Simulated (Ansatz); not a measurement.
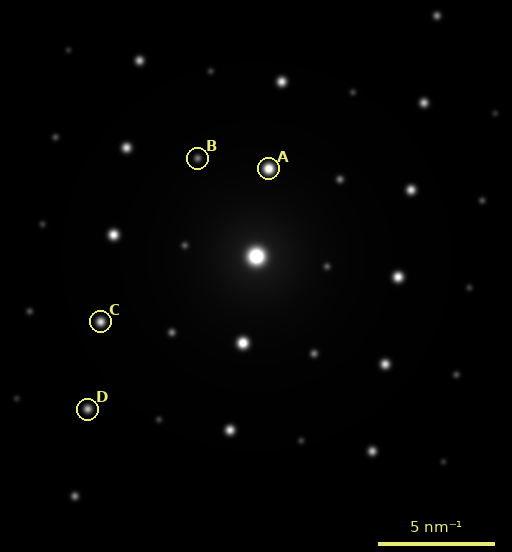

Kinematic zone-axis pattern, calculated for 300 keV electrons with B = 0.5 Å². The zone axis points towards the electron source and the pattern is seen from the source side.

Crystal: Au3ClO, space group Pm-3m (No. 221), a = 4.555 Å. Structure: the geometry relaxed with DFT PBE, scalar-relativistic, plane waves, PAW (Ansatz 0.2.0); the starting structure was generated, so it need not be a known form of this composition.

Spot A is indexed -1 1 1 and spot B -1 0 2.

Index the other marked spots.

C = −3A + 2B = 1 -3 1 (d = 1.373 Å). D = −4A + 2B = 2 -4 0 (d = 1.019 Å).

Which zone axis is this?

The cross product of A and B is parallel to [211]; every spot obeys hu + kv + lw = 0.

What are the spacings of A and B and the angle between them?

d(A) = 2.630 Å, d(B) = 2.037 Å, and the angle is 39.2°.
